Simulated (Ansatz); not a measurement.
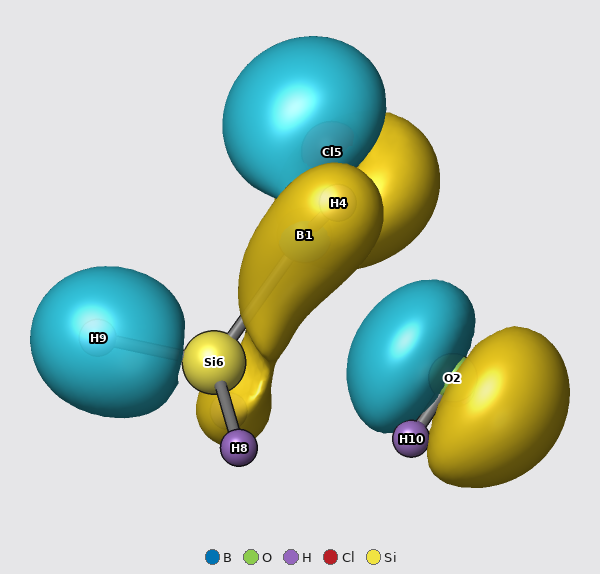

Figure 1: BClH₄Si···H₂O. The HOMO−1 at ±0.08 Å⁻³ᐟ² (yellow and cyan are the two phases), seen across its widest extent.

Not at a stationary point (largest force 0.9 eV/Å).

The calculation used Ansatz, RKS PBE0/def2-SVP.

The calculation's input:

```
crystal:
  periodic: [false, false, false]
  atoms:
    - { symbol: B, position_ang: [0.0, 0.0, 0.0] }
    - { symbol: O, position_ang: [0.0, 0.0, 1.76] }
    - { symbol: H, position_ang: [-0.9095, -0.2814, 2.0971] }
    - { symbol: H, position_ang: [1.0305, 0.0, -0.595] }
    - { symbol: Cl, position_ang: [-1.6108, 0.0, -0.93] }
    - { symbol: Si, position_ang: [-0.2814, 2.1166, 0.7095] }
    - { symbol: H, position_ang: [-1.6383, 2.5579, 0.4002] }
    - { symbol: H, position_ang: [-0.0669, 2.1796, 2.1523] }
    - { symbol: H, position_ang: [0.6781, 2.9876, 0.037] }
    - { symbol: H, position_ang: [-0.1476, 1.1102, 1.7067] }
basis:
  gaussian: { orbitals: def2-SVP }
hamiltonian:
  xc: pbe0
relax:
  f_tol: 0.15
  max_steps: 25
  restrain:
    - { distance: [0, 5], at: 1.95, k: 30.0 }
    - { distance: [9, 1], at: 1.01, k: 30.0 }
    - { distance: [0, 1], at: 2.61, k: 30.0 }
    - { distance: [9, 5], at: 2.66, k: 30.0 }
output:
  orbitals: {}
```

Launched as:

```sh
ansatz run input.yaml --threads 2 --pin off --max-ram 3072MiB --backend cpu --events-out ev --progress --plain --runs-dir out
```

The fields are those of the run's last geometry, not of the input's.

### Describe this orbital and give its energy.

It lies mainly on O2 (about 45 %), Cl5 (about 25 %), Si6 (about 5 %) and H9 (about 5 %); largely a combination of lone pairs on O2 and Cl5. Its energy is −9.19 eV.
